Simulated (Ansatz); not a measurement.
**F$_{3}$HSi···HF: density, localisation and related maps**

Input file:

```
crystal:
  periodic: [false, false, false]
  atoms:
    - {symbol: Si, position_ang: [-0.605883, 0.385828, -0.564135]}
    - {symbol: F, position_ang: [2.042299, -0.941111, 1.198818]}
    - {symbol: F, position_ang: [-2.056483, 0.372415, -1.166785]}
    - {symbol: F, position_ang: [-0.265148, 1.848879, -0.109141]}
    - {symbol: F, position_ang: [-0.634263, -0.523119, 0.737369]}
    - {symbol: H, position_ang: [1.149524, -1.018936, 1.424689]}
    - {symbol: H, position_ang: [0.370054, -0.123857, -1.520815]}
basis:
  gaussian: {orbitals: def2-TZVPP}
hamiltonian: {xc: pbe0, dispersion: d4}
output: {orbitals: {seedname: orbitals}}
```

Launched as:

```sh
ansatz run in.yaml --threads 4 --pin off --events-out ev --progress --plain --max-ram 9574MiB
```

The product side of a reaction path; geometry: PBE0-D4/def2-TZVP.

Theory: Ansatz, RKS PBE0-D4/def2-TZVPP.

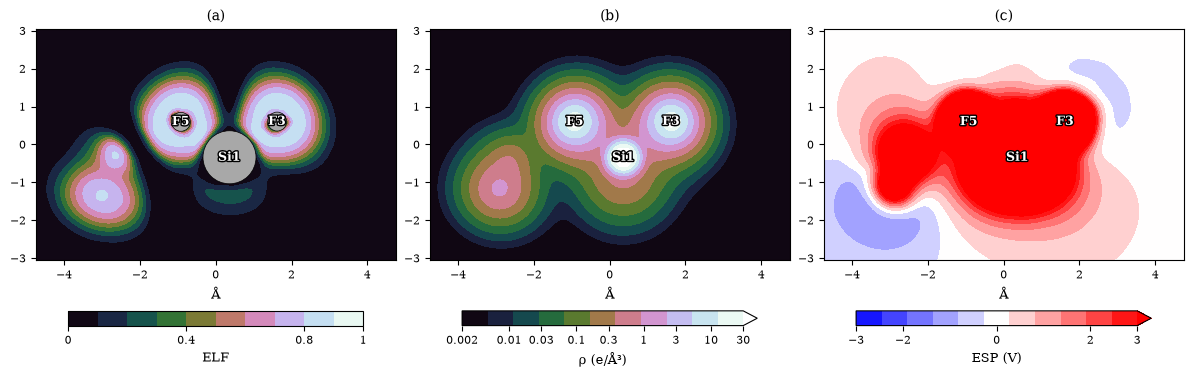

Figure 1. (a) electron localisation function; (b) electron density; (c) molecular electrostatic potential on the plane of atoms F3, Si1 and F5. Grey discs cover the atomic cores in the ELF map.

**Describe what can be read from this map.**

- The section cuts through Si and F sites.
- Si–F (1.57 Å): ρ is about 1.2 e/Å³ halfway; the ELF peaks at about 0.85 in the valence shell of F, 0.6 Å from its nucleus, and is about 0.50 at the midpoint.
- The ELF also peaks beside F2, F3 and F5, away from the bonds: lone-pair regions.
- Outside the dense part of the complex the potential is most negative (−1.2 V) near F2, which lies off the plane.

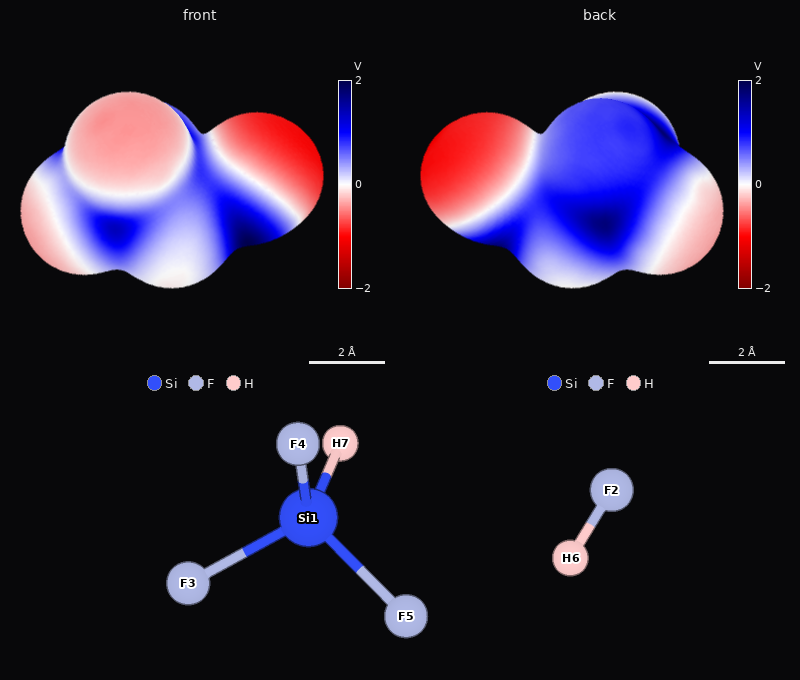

Figure 2. The molecular electrostatic potential painted on the density surface at 0.001 e/bohr³, seen from the front and from behind; the colour scale runs from red (negative) to blue (positive). The bare structure is drawn below in the same view.

**Where is the surface potential most negative and most positive?**

The most negative region (about −1.0 V) lies over F2, the most positive (about +1.8 V) over H6.

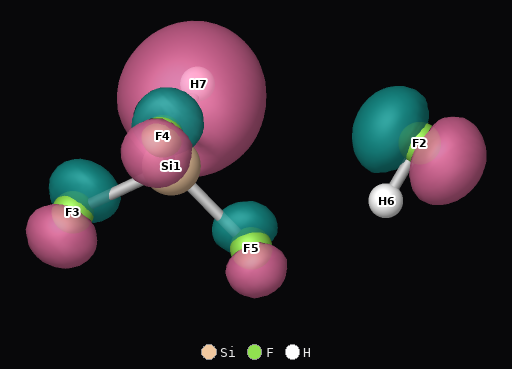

Figure 3. The HOMO at ±0.15 Å⁻³ᐟ² (teal and pink are the two phases), seen at an oblique angle.

**Where does this orbital lie, and at what energy?**

Its weight (Hirshfeld) is mainly on H7 (about 30 %), Si1 (about 25 %), F2 (about 20 %), F3 (about 10 %) and F4 (about 10 %). Its energy is −11.47 eV.
